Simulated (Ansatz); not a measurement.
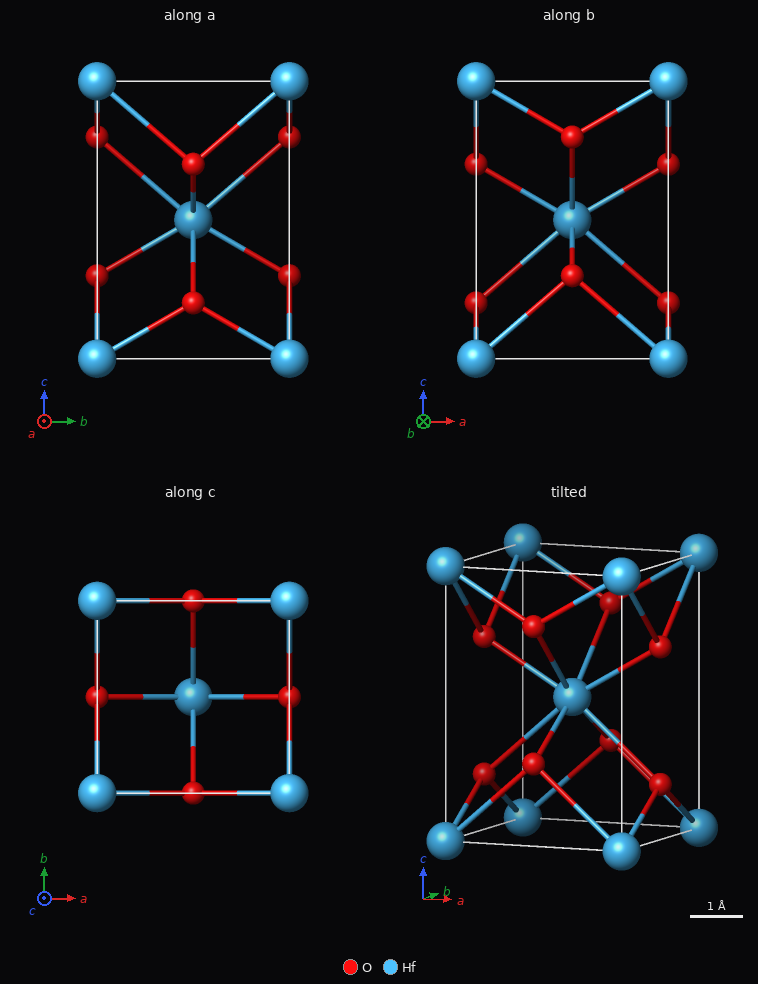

Drawn in the ball-and-stick manner and seen along the a axis, along the b axis, along the c axis and slightly off an axis. The conventional unit cell is drawn as a box.

Lattice parameters: a = 3.7540 Å, b = 3.7540 Å, c = 5.4169 Å, α = 90.000°, β = 90.000°, γ = 90.000°.

Put the structure into a CIF in P1 with every atom of the cell, with free fractional coordinates to two decimals.

Answer.
```cif
data_structure
_symmetry_space_group_name_H-M 'P 1'
_symmetry_Int_Tables_number 1
_cell_length_a 3.7540
_cell_length_b 3.7540
_cell_length_c 5.4169
_cell_angle_alpha 90.000
_cell_angle_beta 90.000
_cell_angle_gamma 90.000
_cell_volume 76.34
loop_
_atom_site_label
_atom_site_type_symbol
_atom_site_fract_x
_atom_site_fract_y
_atom_site_fract_z
_atom_site_occupancy
O1 O 0.00 0.50 0.20 1
O2 O 0.00 0.50 0.70 1
O3 O 0.50 0.00 0.30 1
O4 O 0.50 0.00 0.80 1
Hf1 Hf 0.00 0.00 0.00 1
Hf2 Hf 0.50 0.50 0.50 1
```

Provenance: a generated cell, made by putting these elements into a known structure type (the compound may or may not exist in this form); not relaxed. It was run through Ansatz as a DFT input.

At this level of theory the cell isn't at rest (stretched, at -22 GPa), so its distances can differ from those at equilibrium, the more so the softer the solid.
